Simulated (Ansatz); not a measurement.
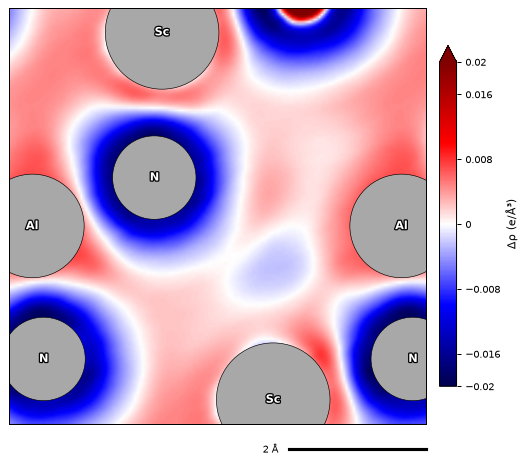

ScAl3N3. Difference of the valence pseudo-densities of two functionals at the same geometry, on the (11̄0) plane of the calculation cell: one of PBE and r2SCAN less the other.

Both computed with Ansatz (plane waves, PAW), on the same k-point mesh. Grey discs cover the atomic cores.

> Which was subtracted from which, and what does the map show?

It is PBE less r2SCAN. Against r2SCAN, PBE gives less density around N (−0.014 e/Å³ on average at 0.8 Å from the nucleus) and a change of −0.006 e/Å³ at the midpoint of Al–N and −0.006 e/Å³ at the midpoint of Al–N.
